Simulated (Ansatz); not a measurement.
Process, species as SMILES: FB([B]F)F → 2 B atom + 3 F atom
B3LYP-D3(BJ)/def2-TZVP geometries, fixed; electronic energies without zero-point terms.
Largest species:
```xyz
5

B     -0.9299     0.3625    -0.5236
F     -2.1974     0.2522    -0.2924
B      0.5496    -0.0774     0.0956
F      1.1760    -1.1628    -0.3474
F      1.2327     0.7523     0.8776
```
Charge 0, spin multiplicity 2.

Basis-set convergence of the atomisation energy at B2PLYP with Ansatz (a first-principles code). All functions are spherical. Cores are frozen. Species with rotatable bonds are taken in one conformer. Open shells are unrestricted. No added dispersion term, no relativity. Functions are those of the species that has most. Reference: the value in aug-cc-pVQZ, 531.57 kcal/mol, itself unsure by roughly 0.68 kcal/mol (its mean distance from def2-QZVPPD, pcseg-3, def2-QZVPP). Deviations are taken from unrounded values.

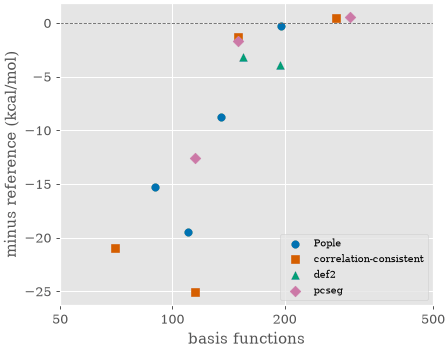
Figure: Deviation from the reference against the number of basis functions, by family of sets.

| basis | functions | atomisation energy (kcal/mol) | minus reference (kcal/mol) |
|---|---|---|---|
| cc-pVDZ | 70 | 510.64 | -20.93 |
| 6-311G** | 90 | 516.27 | -15.30 |
| 6-311+G** | 110 | 512.09 | -19.48 |
| aug-cc-pVDZ | 115 | 506.56 | -25.02 |
| aug-pcseg-1 | 115 | 519.01 | -12.57 |
| 6-311++G(2d,2p) | 135 | 522.78 | -8.79 |
| cc-pVTZ | 150 | 530.32 | -1.25 |
| pcseg-2 | 150 | 529.92 | -1.65 |
| def2-TZVPP | 155 | 528.45 | -3.12 |
| def2-TZVPPD | 194 | 527.69 | -3.88 |
| 6-311++G(3df,3pd) | 195 | 531.34 | -0.24 |
| cc-pVQZ | 275 | 532.04 | 0.46 |
| pcseg-3 | 300 | 532.18 | 0.61 |
